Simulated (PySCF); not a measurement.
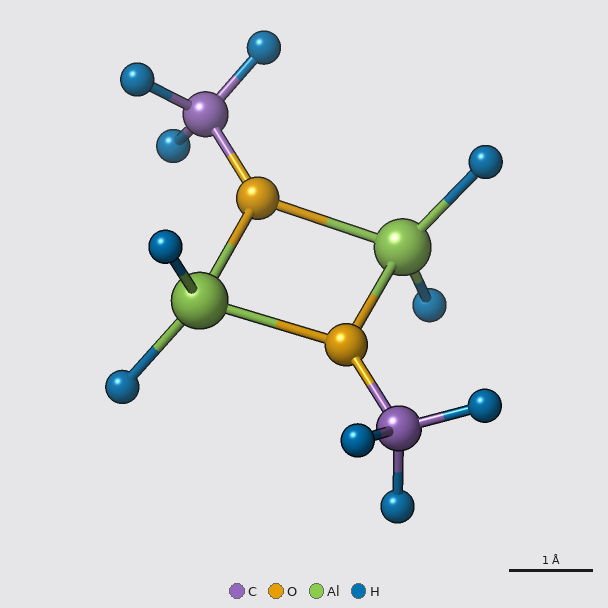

The picture shows a molecular structure as a ball-and-stick model.

Computed geometry: PBE0-D3(BJ)/def2-SVP optimisation. No frequency run is at hand to confirm it as a minimum.

**Which formula does it have?**

C2H10Al2O2, 16 atoms: 2 carbon, 10 hydrogen, 2 aluminium and 2 oxygen.

**Count the bonded pairs by element.**

6 C–H, 4 Al–O, 4 Al–H, 2 C–O.

**Give a SMILES string for it.**

C[O+]1[AlH2-][O+](C)[AlH2-]1

More results for the same structure follow; atom numbers are the same in all pictures, views and colours differ.

**Geometry**

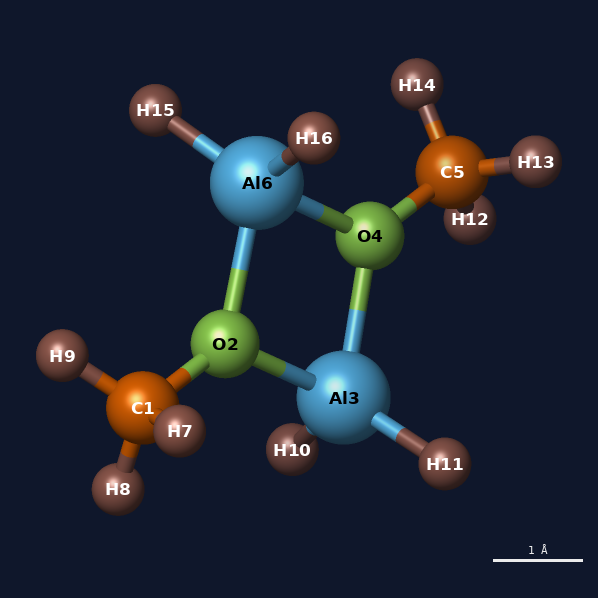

Numbered structure. No frequency run is at hand to confirm it as a minimum.

**How are the neighbours of atom 2 arranged?**

O2 has 3 neighbours (C1 at 1.41, Al3 at 1.87, Al6 at 1.86 Å); the arrangement is trigonal planar.

**Describe the coordination of atom 1.**

C1 has 4 neighbours (O2 at 1.41, H7 at 1.10, H8 at 1.10, H9 at 1.10 Å); the arrangement is tetrahedral.

**What is the dihedral angle C1–O2–Al6–O4?**

178° in size, that is anti.

**Levels of theory compared**

No frequency run is at hand to confirm it as a minimum. Program: PySCF 2.14.0.

At this fixed geometry, give HOMO–LUMO gap (eV) at these levels: BHandHLYP/aug-pcX-1 (pcseg-1 on H) (def2-SVPD on Al); PBE0/def2-SVPD; PBE0/def2-SVPD in acetone (IEF-PCM); PBE0/def2-SVPD in chloroform (IEF-PCM); PBE0/pcSseg-1 in acetone (IEF-PCM); PBE0/pcSseg-1 in chloroform (IEF-PCM).

| level | HOMO–LUMO gap (eV) |
| --- | --- |
| BHandHLYP/aug-pcX-1 (pcseg-1 on H) (def2-SVPD on Al) | 9.00 |
| PBE0/def2-SVPD | 7.07 |
| PBE0/def2-SVPD in acetone (IEF-PCM) | 7.46 |
| PBE0/def2-SVPD in chloroform (IEF-PCM) | 7.36 |
| PBE0/pcSseg-1 in acetone (IEF-PCM) | 7.60 |
| PBE0/pcSseg-1 in chloroform (IEF-PCM) | 7.51 |

**Charges**

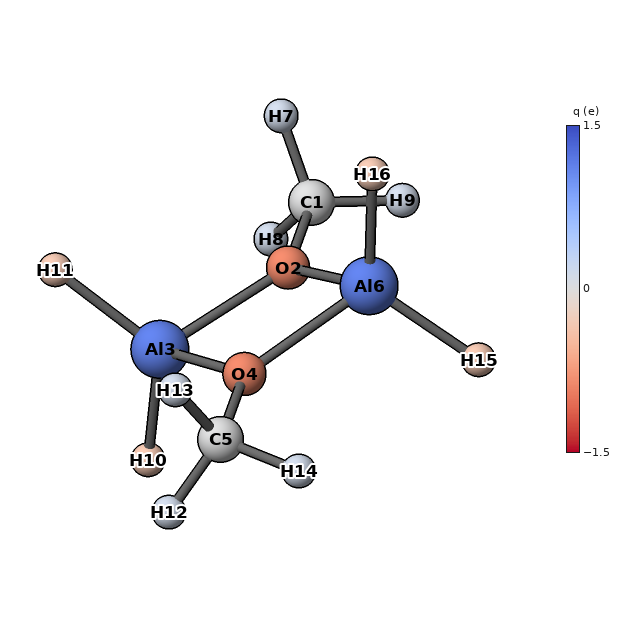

Atoms are coloured by their Mulliken charges. No frequency run is at hand to confirm it as a minimum. Level of theory: PBE0/pcSseg-1 in acetone (IEF-PCM) (PySCF 2.14.0).

Give the Mulliken charges atom by atom.

```json
{"atom": "C1", "value (e)": "0.01"}
{"atom": "O2", "value (e)": "−0.86"}
{"atom": "Al3", "value (e)": "1.11"}
{"atom": "O4", "value (e)": "−0.86"}
{"atom": "C5", "value (e)": "0.01"}
{"atom": "Al6", "value (e)": "1.11"}
{"atom": "H7", "value (e)": "0.13"}
{"atom": "H8", "value (e)": "0.13"}
{"atom": "H9", "value (e)": "0.13"}
{"atom": "H10", "value (e)": "−0.33"}
{"atom": "H11", "value (e)": "−0.33"}
{"atom": "H12", "value (e)": "0.13"}
{"atom": "H13", "value (e)": "0.13"}
{"atom": "H14", "value (e)": "0.13"}
{"atom": "H15", "value (e)": "−0.33"}
{"atom": "H16", "value (e)": "−0.33"}
```

**NMR shielding**

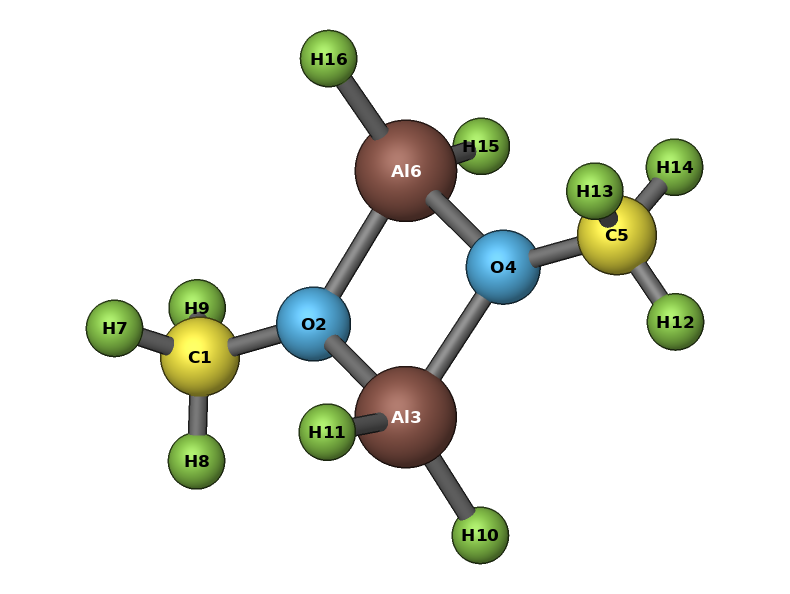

No frequency run is at hand to confirm it as a minimum. Level of theory: GIAO PBE0/pcSseg-1 NMR shielding, non-relativistic, IEF-PCM acetone (PySCF 2.14.0). Principal shieldings σ11 ≤ σ22 ≤ σ33, span Ω = σ33 − σ11, skew κ = 3(σiso − σ22)/Ω.

Give the shielding tensors of the C atoms.

| atom | σ11 | σ22 | σ33 | σiso | Ω | κ |
| --- | --- | --- | --- | --- | --- | --- |
| C1, C5 | 102.0 | 111.6 | 186.2 | 133.3 | 84.2 | 0.77 |

Shieldings and span in ppm.

Mulliken values depend strongly on the basis set and can even reverse the polarity of a bond.
